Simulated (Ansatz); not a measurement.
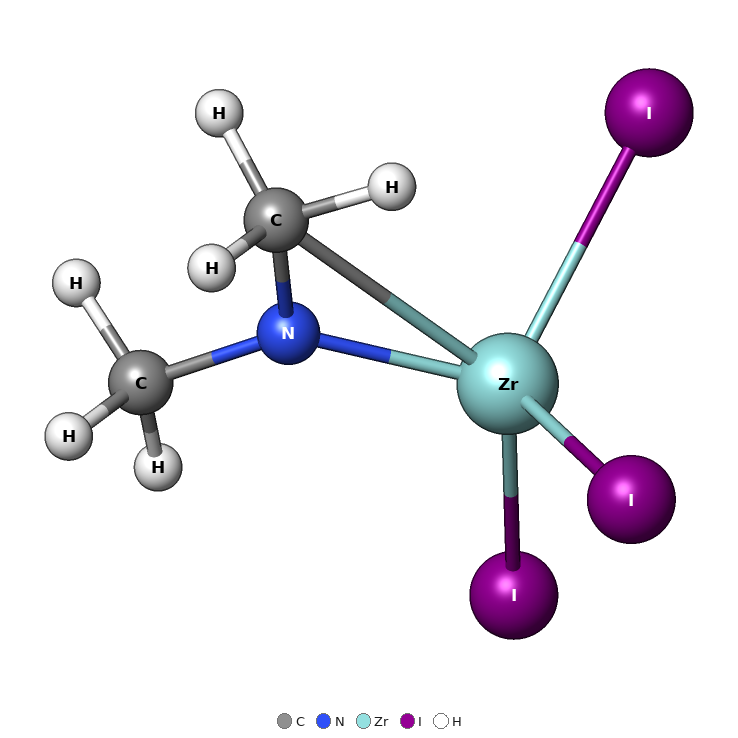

Charge 0, singlet. Sticks follow a distance rule. Harmonic vibrations computed with RKS PBE0-D4/def2-TZVP, core potentials on I, Zr (Ansatz 0.2.0) at a stationary point of the same level.

Q: Is this a minimum or a saddle point?

A: A minimum: no imaginary frequency, and the lowest mode lies at 40 cm⁻¹.

Q: List the wavenumbers.

A: 33 modes: 40, 43, 43, 59, 74, 79, 117, 174, 199, 241, 260, 264, 298, 314, 573, 967, 1083, 1088, 1146, 1200, 1299, 1437, 1445, 1464, 1478, 1486, 1509, 2995, 3009, 3062, 3062, 3076, 3141 cm⁻¹.
